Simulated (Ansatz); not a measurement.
# Direct or indirect: ZnH2S2 (C2/m)

```
Zn S H
1.0
     3.38336   -1.94928   -0.00454
     3.38336    1.94928   -0.00454
    -0.00796    0.00000    6.27672
Zn S H
1 2 2
Direct
  0.00000 0.00000 0.00000
  0.66715 0.66715 0.19103
  0.33285 0.33285 0.80897
  0.66681 0.66681 0.40719
  0.33319 0.33319 0.59281
```

Method: Ansatz, PBE, independent particles, without spin-orbit coupling, line width 0.2 eV (Gaussian). The band structure gives a fundamental gap of 2.23 eV. The spectrum of vertical transitions near the edge:

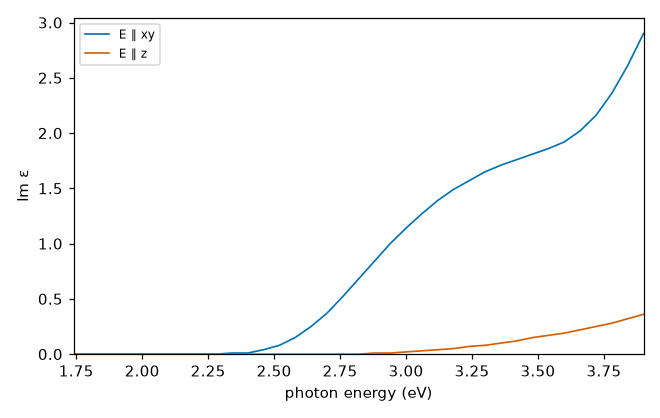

Problem. Is the gap direct or indirect, and about where do vertical transitions set in?

Solution. Indirect, by the band path, whose least direct gap is 2.65 eV. The curves fit this: they stay near zero above 2.23 eV and rise only from about 2.6 eV, though a forbidden direct transition would look alike. Lines are broadened by 0.2 eV, which spreads the edge, and phonons, which would give weak absorption from the fundamental gap up, are left out.

Cells made by substitution are models, which may or may not match a known phase.

[Logs are printed without paths, hosts, clocks, repeated set-up lines and the standing remarks that a program may print on its own settings, such as how far it seeks lower states.]
